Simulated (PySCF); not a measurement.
Si(Me)3(SMe), C4H12SSi, SMILES [Si](C)(C)(C)SC at its GFN2-xTB optimised geometry (Å):

```
18

C     -0.2566    -2.1858    -1.7408
S     -0.9884    -0.5223    -1.8531
Si    -0.2653     0.3655     0.0000
C      1.6427     0.3655     0.0000
C     -0.9611     2.1311     0.0000
C     -0.9183    -0.6430     1.4823
H      0.8253    -2.1091    -1.7111
H     -0.6302    -2.6919    -0.8568
H     -0.5645    -2.7227    -2.6316
H      2.0287     0.9342     0.8404
H      2.0372     0.8108    -0.9093
H      2.0457    -0.6408     0.0764
H     -0.6574     2.6646     0.8947
H     -0.6096     2.6919    -0.8600
H     -2.0457     2.1258    -0.0349
H     -0.4732    -1.6335     1.5234
H     -1.9964    -0.7679     1.4298
H     -0.6888    -0.1451     2.4193
```

Level of theory: B3LYP/def2-SVP run with PySCF. Cells within 0.4 Å of a nucleus heavier than hydrogen are left out (blank, or x).

Map of the electron localisation function on the plane z = 1.5 Å:

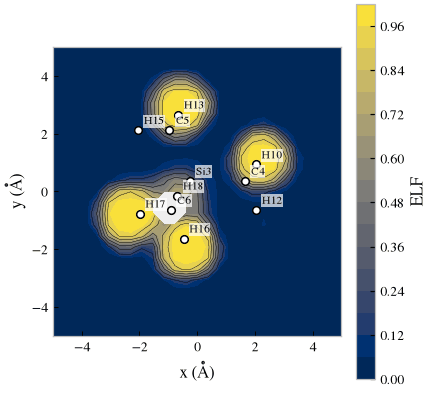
Figure: Electron localisation function on the plane z = 1.5 Å.
